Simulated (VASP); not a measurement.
Band structure of I (relaxed from the fcc structure, space group Fm-3m). Calculation: PBEsol GGA, VASP's PBE PAW potentials (set 64) (plane waves; VASP).

Unless said otherwise, spin-orbit coupling is left out, though it shifts the bands of the heavy elements here.

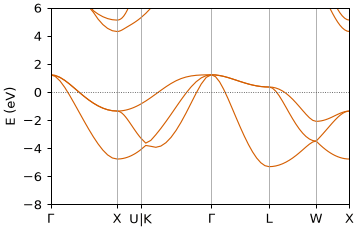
Bands along high-symmetry lines, zero at the valence-band maximum or, without a gap, the Fermi level

Problem. Read the plot: is there a gap, and where are the band edges?

Solution. It has no gap at this level: it comes out as a metal or semimetal. (Edges off the drawn lines would not show.)

The structure was generated: I was put into the fcc type (Fm-3m), which need not be its known phase. It was relaxed first, which changed the volume by -10 %.
